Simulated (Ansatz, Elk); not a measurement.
**How far do independent atoms describe SbP?**

Structure refinements treat a crystal as free atoms side by side. For a made-up structure of SbP (cell and positions from a PBEsol relaxation) the runs below show what the calculated density changes in F(hkl).

Calculated with Elk 11.2.3 (patched build); DFT, PBE, all-electron APW+lo, Dirac cores, scalar-relativistic bands, static density, no spin.

The structure was built from a prototype and need not be the compound's stable phase.

## (1) The starting structure

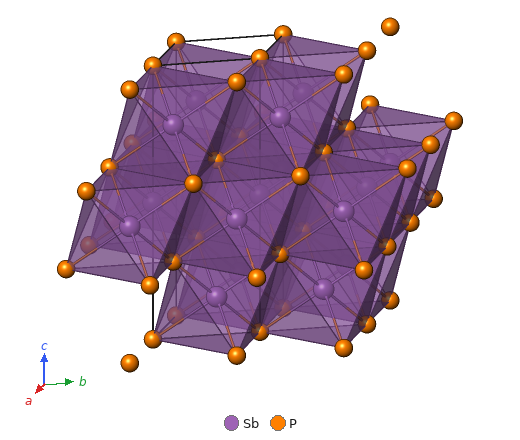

The cell as given, slightly off an axis (antimony purple, phosphorus orange). 2×2×1 cells are drawn. This picture shows the conventional cell, with its axes. Bonds to atoms that aren't drawn are left out. Some periodic images of atoms are drawn too.

## (2) Ground state and structure factors

An all-electron density is needed, since X-rays see the cores too. Task 0 finds the density and task 195 Fourier-transforms it; tshift is off so that phases refer to the origin typed.

Input file elk.in:

```
tasks
  0
  195

xctype
  20

spinpol
  .false.

rgkmax
  7.0

gmaxvr
  14.0

lmaxo
  7

lmaxapw
  8

swidth
  0.002

tshift
  .false.

ramdisk
  .false.

hmaxvr
  5.5

maxscl
  120

epspot
  1e-06

sppath
  './'

avec
  3.69817233007 2.13514079027 6.13520108902
  -3.69817233007 2.13514079027 6.13520108902
  0.00000000000 -4.27028158055 6.13520108902

atoms
  2
  'Sb.in'
  1
  0.5000000000 0.5000000000 0.5000000000   0.000000 0.000000 0.000000
  'P.in'
  1
  -0.0000000000 -0.0000000000 0.0000000000   0.000000 0.000000 0.000000

ngridk
  7 7 7
```

The run is started by

```
$ OMP_NUM_THREADS=4 elk
```

Numbers of over 12 decimals in the logs are rounded to 6 here.

The program printed:

```text
┌─────────────────────────┐
│ Elk code version 11.2.3 │
└─────────────────────────┘

All units are atomic (Hartree, Bohr, etc.)

┌─────────────────────────────────────────────────┐
│ Ground-state run starting from atomic densities │
└─────────────────────────────────────────────────┘

Lattice vectors :
   3.698172330       2.135140790       6.135201089
  -3.698172330       2.135140790       6.135201089
   0.000000000      -4.270281581       6.135201089

Reciprocal lattice vectors :
  0.8494987181      0.4904583136      0.3413735054
 -0.8494987181      0.4904583136      0.3413735054
 -0.2023282698E-17 -0.9809166271      0.3413735054

Unit cell volume      :    290.6656523
Brillouin zone volume :   0.8533867400

Muffin-tin inner radius fraction :   0.1000000000E-01

Nuclei treated as point charges

Species : 1 (Sb)
 parameters loaded from : Sb.in
 name : antimony
 nuclear charge    :   -51.00000000
 electronic charge :    51.00000000
 atomic mass :    221954.9021
 muffin-tin radius :    2.600000000
 number of radial points in muffin-tin :   1193
 inner part over the whole radius :   0.9886087340E-02
 number on inner part of muffin-tin    :    850
 approximate nuclear radius :   0.8886795689E-04
 number of mesh points to nuclear radius :    429
 atomic positions (lattice), magnetic fields (Cartesian) :
  1 :   0.50000000  0.50000000  0.50000000    0.00000000  0.00000000  0.00000000

Species : 2 (P)
 parameters loaded from : P.in
 name : phosphorus
 nuclear charge    :   -15.00000000
 electronic charge :    15.00000000
 atomic mass :    56461.71230
 muffin-tin radius :    2.200000000
 number of radial points in muffin-tin :    793
 inner part over the whole radius :   0.9987340520E-02
 number on inner part of muffin-tin    :    554
 approximate nuclear radius :   0.6081821256E-04
 number of mesh points to nuclear radius :    248
 atomic positions (lattice), magnetic fields (Cartesian) :
  1 :   0.00000000  0.00000000  0.00000000    0.00000000  0.00000000  0.00000000

Total number of atoms per unit cell :    2
Total muffin-tin volume :    118.2244147
 ratio of muffin-tin to unit cell volume :   0.4067367913

Spin treatment :
 spin-unpolarised

Number of Bravais lattice symmetries :   12
Number of crystal symmetries         :   12
Crystal has inversion symmetry
Real symmetric eigensolver will be used

k-point grid :      7     7     7
k-point offset :    0.000000000       0.000000000       0.000000000
k-point set is reduced with full crystal symmetry group
Total number of k-points :       44

Muffin-tin radius times maximum |G+k| :    7.000000000
 using average radius
Maximum |G+k| for APW functions       :    2.916666667
Maximum (1/2)|G+k|²                   :    4.253472222
Maximum |G| for potential and density :    14.00000000
Constant for pseudocharge density :    9
 order of it for each species :   16  16
 order of it for pair densities of each species (exact exchange by exxq0 0: 17) :   11   7
Radial integration step length :    1

G-vector grid sizes :     35    35    35
Number of G-vectors :    13491

Maximum angular momentum used for
 APW functions            :    8
 outer part of muffin-tin :    7
 inner part of muffin-tin :    2

Total nuclear charge    :   -66.00000000
Total core charge       :    46.00000000
Total valence charge    :    20.00000000
Total excess charge     :    0.000000000
Total electronic charge :    66.00000000

Effective Wigner radius, rₛ :    1.016842579

Number of empty states         :      8
Total number of valence states :     19
Total number of core states    :     46

Third-order local-orbitals added for an l without core states : T
Total number of local-orbitals :     20

Exchange-correlation functional :     20     0     0
 Perdew-Burke-Ernzerhof, Phys. Rev. Lett. 77, 3865 (1996)
 gradient requirement :    1
 generalised gradient approximation (GGA)

Smearing type :    3
 Fermi-Dirac
Smearing width :   0.2000000000E-02
Effective electronic temperature (K) :    631.5500496

Mixing type :    3
[...]
exchange                    :     -190.59176190849
 correlation                 :     -3.368510
 electron entropic           :    -0.29778112166506E-03
 total energy                :     -6826.9071042437

Density of states at Fermi energy :    23.70096554
 (states/Hartree/unit cell)

Estimated indirect band gap :   0.1357155730E-02
 from k-point 4 to k-point 18
Estimated direct band gap   :   0.1715751896E-01
 at k-point 19

Charges :
 core                        :    46.00000000
 valence                     :    20.00000000
 interstitial                :    3.807682685
 muffin-tins (core leakage)
  species : 1 (Sb)
   atom 1                    :    48.74126131     (  0.8058215567E-03)
  species : 2 (P)
   atom 1                    :    13.45105601     (  0.3066338688E-03)
 total in muffin-tins        :    62.19231731
 total calculated charge     :    65.99922490
 total charge                :    66.00000000
 error                       :   0.7750972700E-03

RMS change in Kohn-Sham potential (target) :   0.3497814056     (  0.1000000000E-05)
Absolute change in total energy (target)   :   0.6118265737     (  0.1000000000E-03)

[... loops 3 to 14 left out ...]

┌──────────────────┐
│ Loop number : 15 │
└──────────────────┘

Energies :
 Fermi                       :     0.292642
 sum of occupied eigenvalues :     -4112.3719306110
 electron kinetic            :      7184.9131934786
 core electron kinetic       :      7028.7515127851
 Coulomb                     :     -13816.674321065
 Coulomb potential           :     -11044.420552170
 nuclear-nuclear             :     -695.37709661450
 electron-nuclear            :     -15210.805424024
 Hartree                     :      2089.5081995740
 Madelung                    :     -8294.4640449801
 xc potential                :     -252.86457191986
 exchange                    :     -190.59653352784
 correlation                 :     -3.370310
 electron entropic           :    -0.37363505640486E-03
 total energy                :     -6825.7283446264

Density of states at Fermi energy :    29.49965537
 (states/Hartree/unit cell)

Estimated indirect band gap :   0.5776214497E-03
 from k-point 43 to k-point 4
Estimated direct band gap   :   0.3741264494E-02
 at k-point 4

Charges :
 core                        :    46.00000000
 valence                     :    20.00000000
 interstitial                :    3.790372422
 muffin-tins (core leakage)
  species : 1 (Sb)
   atom 1                    :    48.94467224     (  0.7807819882E-03)
  species : 2 (P)
   atom 1                    :    13.26495534     (  0.3071021030E-03)
 total in muffin-tins        :    62.20962758
 total calculated charge     :    65.99923452
 total charge                :    66.00000000
 error                       :   0.7654785815E-03

RMS change in Kohn-Sham potential (target) :   0.2255176960E-07 (  0.1000000000E-05)
Absolute change in total energy (target)   :   0.2591289740E-04 (  0.1000000000E-03)

Convergence targets achieved

┌──────────────────┐
│ Loop number : 16 │
└──────────────────┘

Energies :
 Fermi                       :     0.292642
 sum of occupied eigenvalues :     -4112.3719308397
 electron kinetic            :      7184.9131933752
 core electron kinetic       :      7028.7515131055
 Coulomb                     :     -13816.674321773
 Coulomb potential           :     -11044.420553063
 nuclear-nuclear             :     -695.37709661450
 electron-nuclear            :     -15210.805424486
 Hartree                     :      2089.5081993278
 Madelung                    :     -8294.4640452415
 xc potential                :     -252.86457115207
 exchange                    :     -190.59653352133
 correlation                 :     -3.370310
 electron entropic           :    -0.37363499935337E-03
 total energy                :     -6825.7283454331

Density of states at Fermi energy :    29.49965086
 (states/Hartree/unit cell)

Estimated indirect band gap :   0.5776153686E-03
 from k-point 43 to k-point 4
Estimated direct band gap   :   0.3741258395E-02
 at k-point 4

Charges :
 core                        :    46.00000000
 valence                     :    20.00000000
 interstitial                :    3.790372467
 muffin-tins (core leakage)
  species : 1 (Sb)
   atom 1                    :    48.94467221     (  0.7807820023E-03)
  species : 2 (P)
   atom 1                    :    13.26495532     (  0.3071021068E-03)
 total in muffin-tins        :    62.20962753
 total calculated charge     :    65.99923452
 total charge                :    66.00000000
 error                       :   0.7654785684E-03

┌──────────────────────────────┐
│ Self-consistent loop stopped │
└──────────────────────────────┘

Warning : core states of species 1 leak from the muffin-tin :   0.7807820023E-03

Warning : core states of species 2 leak from the muffin-tin :   0.3071021068E-03

Wrote STATE.OUT
```

Run time: 9.9 s. Hardware: 4 threads of Arm Neoverse V1, shared host; peak memory 0.16 GiB.

SFACRHO.OUT:

```text

h k l indices transformed by vhmat matrix:
   1.000000000       0.000000000       0.000000000    
   0.000000000       1.000000000       0.000000000    
   0.000000000       0.000000000       1.000000000    

      h      k      l  multipl.   |H|            Re(F)            Im(F)           |F|

      0      0      0      1   0.0000000       65.999999      0.30415575E-17   65.999999    
     -1     -1     -1      2   1.0241205      -32.143312     -0.16956937E-13   32.143312    
      0      1      0      6   1.0386209      -32.070228      0.53614947E-14   32.070228    
     -1     -1      0      6   1.1951322       53.122873      0.10546011E-13   53.122873    
     -2     -1     -1      6   1.6813005       47.142732      0.86050492E-13   47.142732    
      1     -1      0      6   1.6989974       46.949665     -0.18984817E-16   46.949665    
     -1     -2     -2      6   1.9686529      -27.068387     -0.22554999E-13   27.068387    
      0     -1     -2     12   1.9837881      -26.983267     -0.13503019E-13   26.983267    
      1     -1      1      6   1.9913125      -26.942263      0.46844382E-14   26.942263    
      2      2      2      2   2.0482410       43.417425     -0.26112357E-13   43.417425    
     -2      0      0      6   2.0772417       43.149253      0.86691738E-14   43.149253    
      0     -2     -2      6   2.3902643       40.597862      0.74168579E-13   40.597862    
     -2     -2     -3      6   2.5831096      -23.628673     -0.26752729E-13   23.628673    
      3      1      1      6   2.6004204      -23.537835     -0.36248517E-13   23.537835    
     -2      0      1     12   2.6176168      -23.448889     -0.38581200E-14   23.448889    
      3      1      2     12   2.6611809       38.292771     -0.22633843E-13   38.292771    
      2     -1      1     12   2.6835658       38.112959     -0.34728493E-13   38.112959    
     -3     -2     -3      6   2.9018086       36.421832      0.28473396E-13   36.421832
```

Elk indexes on the primitive cell of elk.in and gives |H| = 4π sin θ/λ in inverse bohr. Below, one row stands for each form hkl of the conventional cell (m members, Friedel mates merged), F is for one primitive cell and the density is static (no thermal factor). Free-atom factors are Waasmaier and Kirfel's, and R is Σm||F|−|F'||/Σm|F|.

```csv
hkl,m,sin θ/λ (Å⁻¹),"abs F, DFT",neutral atoms,diff.
003,2,0.154,32.143,32.288,-0.144
101,6,0.156,32.070,32.211,-0.141
012,6,0.180,53.123,53.005,+0.118
104,6,0.253,47.143,47.230,-0.087
110,6,0.256,46.950,47.041,-0.091
015,6,0.296,27.068,27.015,+0.054
113,12,0.298,26.983,26.929,+0.055
021,6,0.299,26.942,26.886,+0.057
006,2,0.308,43.417,43.559,-0.141
202,6,0.312,43.149,43.288,-0.139
024,6,0.359,40.598,40.511,+0.087
107,6,0.388,23.629,23.605,+0.023
205,6,0.391,23.538,23.514,+0.024
211,12,0.394,23.449,23.424,+0.025
116,12,0.400,38.293,38.288,+0.005
122,12,0.404,38.113,38.111,+0.002
018,6,0.436,36.422,36.435,-0.013
214,12,0.441,36.194,36.206,-0.012
```

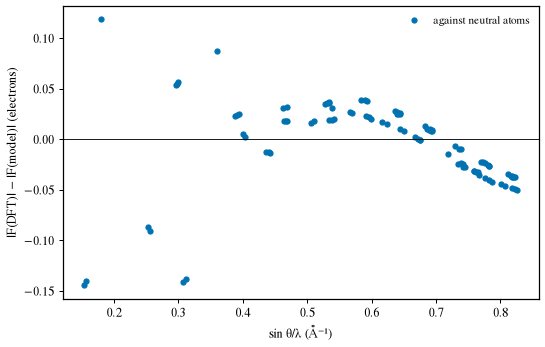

Difference between the calculated structure factors and the independent-atom ones.

## (3) The highest occupied states alone

An energy window below the Fermi level keeps the highest occupied states, to see at which angles they scatter; shallow core shells can lie inside it and anion s states outside. No new self-consistency is needed.

elk.in: that of step 2 with these lines changed.

```diff
@@ -1,3 +1,2 @@
 tasks
-  0
   195
@@ -40,2 +39,5 @@
 
+wsfac
+  -0.148350 0.592640
+
 sppath
```

The run is started by

```
$ OMP_NUM_THREADS=4 elk
```

The program printed:

```text
┌─────────────────────────────────┐
│ Elk code version 11.2.3 started │
└─────────────────────────────────┘

Info(readinput): the functional depends on the density's gradient
 muffin-tin radial points multiplied by    2.00000
 (not where nrmtscf is given)

┌────────────────────┐
│ Current task : 195 │
└────────────────────┘

Info(sfacrho): density structure factors written to SFACRHO.OUT

 Energy window :  -0.1483500000      0.5926400000

┌──────────────────┐
│ Elk code stopped │
└──────────────────┘
```

It took 3.5 s on 4 threads; peak memory 0.16 GiB.

States within 12 eV below the Fermi level hold 9.20 electrons; any levels below the window count with the cores, and a count that is not whole means the window cuts a band. Their amplitudes can exceed the total, where window and core parts have opposite phase:

```csv
hkl,sin θ/λ (Å⁻¹),"abs F, window","abs F, all"
003,0.154,0.792,32.143
101,0.156,0.788,32.070
012,0.180,1.994,53.123
104,0.253,0.176,47.143
110,0.256,0.139,46.950
015,0.296,0.143,27.068
113,0.298,0.132,26.983
021,0.299,0.126,26.942
006,0.308,0.264,43.417
202,0.312,0.274,43.149
```

## (4) Another functional

The difference from free atoms is small, so it is set against the change that LDA (Perdew-Wang) makes.

elk.in: that of step 3 with these lines changed.

```diff
@@ -1,2 +1,3 @@
 tasks
+  0
   195
@@ -4,3 +5,3 @@
 xctype
-  20
+  3
 
@@ -39,5 +40,2 @@
 
-wsfac
-  -0.148350 0.592640
-
 sppath
```

The run is started by

```
$ OMP_NUM_THREADS=4 elk
```

The program printed:

```text
┌─────────────────────────┐
│ Elk code version 11.2.3 │
└─────────────────────────┘

All units are atomic (Hartree, Bohr, etc.)

┌─────────────────────────────────────────────────┐
│ Ground-state run starting from atomic densities │
└─────────────────────────────────────────────────┘

Lattice vectors :
   3.698172330       2.135140790       6.135201089
  -3.698172330       2.135140790       6.135201089
   0.000000000      -4.270281581       6.135201089

Reciprocal lattice vectors :
  0.8494987181      0.4904583136      0.3413735054
[...]
species : 1 (Sb)
   atom 1                    :    48.98143648     (  0.7960435258E-03)
  species : 2 (P)
   atom 1                    :    13.25289015     (  0.3056079840E-03)
 total in muffin-tins        :    62.23432663
 total calculated charge     :    65.99921721
 total charge                :    66.00000000
 error                       :   0.7827925488E-03

┌──────────────────────────────┐
│ Self-consistent loop stopped │
└──────────────────────────────┘

Warning : core states of species 1 leak from the muffin-tin :   0.7960435258E-03

Warning : core states of species 2 leak from the muffin-tin :   0.3056079840E-03

Wrote STATE.OUT
[key lines of the parts left out:]
total energy                :     -6819.1808752571
```

Run time: 5.5 s. Hardware: 4 threads; peak memory 0.16 GiB.

Against the first run R = 0.05 %; the largest change is -0.025 at 021.

## (5) A coarser k-mesh

About half the k-points along each axis test the sampling.

elk.in: that of step 4 with these lines changed.

```diff
@@ -5,3 +5,3 @@
 xctype
-  3
+  20
 
@@ -58,2 +58,2 @@
 ngridk
-  7 7 7
+  4 4 4
```

The run is started by

```
$ OMP_NUM_THREADS=4 elk
```

The program printed:

```text
┌─────────────────────────┐
│ Elk code version 11.2.3 │
└─────────────────────────┘

All units are atomic (Hartree, Bohr, etc.)

┌─────────────────────────────────────────────────┐
│ Ground-state run starting from atomic densities │
└─────────────────────────────────────────────────┘

Lattice vectors :
   3.698172330       2.135140790       6.135201089
  -3.698172330       2.135140790       6.135201089
   0.000000000      -4.270281581       6.135201089

Reciprocal lattice vectors :
  0.8494987181      0.4904583136      0.3413735054
[...]
species : 1 (Sb)
   atom 1                    :    48.94685045     (  0.7807956809E-03)
  species : 2 (P)
   atom 1                    :    13.25998907     (  0.3069764014E-03)
 total in muffin-tins        :    62.20683952
 total calculated charge     :    65.99923732
 total charge                :    66.00000000
 error                       :   0.7626830298E-03

┌──────────────────────────────┐
│ Self-consistent loop stopped │
└──────────────────────────────┘

Warning : core states of species 1 leak from the muffin-tin :   0.7807956809E-03

Warning : core states of species 2 leak from the muffin-tin :   0.3069764014E-03

Wrote STATE.OUT
[key lines of the parts left out:]
total energy                :     -6825.7295363518
```

It took 7.3 s on 4 threads; peak memory 0.17 GiB; 14 s of CPU time.

Against the first run R = 0.00 %; the largest change is +0.008 at 003.

## (6) Basis size

A smaller basis shows how fast F responds to it; the change is likely larger than the basis error of the first run, but doesn't show convergence.

elk.in: that of step 5 with these lines changed.

```diff
@@ -11,3 +11,3 @@
 rgkmax
-  7.0
+  5.5
 
@@ -58,2 +58,2 @@
 ngridk
-  4 4 4
+  7 7 7
```

The run is started by

```
$ OMP_NUM_THREADS=4 elk
```

The program printed:

```text
┌─────────────────────────┐
│ Elk code version 11.2.3 │
└─────────────────────────┘

All units are atomic (Hartree, Bohr, etc.)

┌─────────────────────────────────────────────────┐
│ Ground-state run starting from atomic densities │
└─────────────────────────────────────────────────┘

Lattice vectors :
   3.698172330       2.135140790       6.135201089
  -3.698172330       2.135140790       6.135201089
   0.000000000      -4.270281581       6.135201089

Reciprocal lattice vectors :
  0.8494987181      0.4904583136      0.3413735054
[...]
species : 1 (Sb)
   atom 1                    :    48.92670487     (  0.7845070328E-03)
  species : 2 (P)
   atom 1                    :    13.23699436     (  0.3057136020E-03)
 total in muffin-tins        :    62.16369923
 total calculated charge     :    65.99924457
 total charge                :    66.00000000
 error                       :   0.7554317656E-03

┌──────────────────────────────┐
│ Self-consistent loop stopped │
└──────────────────────────────┘

Warning : core states of species 1 leak from the muffin-tin :   0.7845070328E-03

Warning : core states of species 2 leak from the muffin-tin :   0.3057136020E-03

Wrote STATE.OUT
[key lines of the parts left out:]
total energy                :     -6825.6992907728
```

Wall time 8.8 s (4 threads); peak memory 0.17 GiB.

Against the first run R = 0.02 %; the largest change is +0.020 at 015.

## (7) Settings against the effect

```csv
run,R against the first run (%),"R against neutral atoms, low angle (%)",wall time
"PBE, rgkmax 7",0.00,0.24,9.9 s
LDA (Perdew-Wang),0.05,0.19,5.5 s
k-mesh 4×4×4,0.00,0.23,7.3 s
rgkmax 5.5,0.02,0.26,8.8 s
```

## (8) Summary of results

| Property | Result |
| --- | --- |
| R against neutral atoms, sin θ/λ < 0.3 Å⁻¹ | 0.24 % |
| R against neutral atoms, 0.3 to 0.83 Å⁻¹ | 0.11 % |

**Reading.** Independent neutral atoms miss the calculated amplitudes by R = 0.24 % below 0.3 Å⁻¹ and 0.11 % from there to 0.83 Å⁻¹; by shells, 0.24 % 0.15 to 0.3 (8 forms), 0.09 % 0.3 to 0.45 (11 forms), 0.12 % above 0.45 (79 forms). Bonding, aspherical density and the tables' own atoms all enter these figures, and the runs don't part them. The largest change of an amplitude is -0.14 electrons, at 003. The window's part falls from 9.2 electrons at the origin to at most 0.16 between 0.45 and 0.83 Å⁻¹. Below 0.3 Å⁻¹ the changes that finished (LDA (Perdew-Wang), k-mesh 4×4×4 and rgkmax 5.5) move F by R = 0.04 % at most, against the 0.24 % that separates it from free atoms. Part of the difference isn't bonding: the tables are fits to free atoms and ions calculated by other methods than this functional. Thermal motion, anomalous dispersion and extinction are left out.

[Logs are printed without paths, hosts, clocks, repeated set-up lines and the standing remarks that a program may print on its own settings, such as how far it seeks lower states.]

[Hosts, paths, dates, database ids (printed as entryN), source tags and the programs' standing remarks are cut or masked in the printed files.]
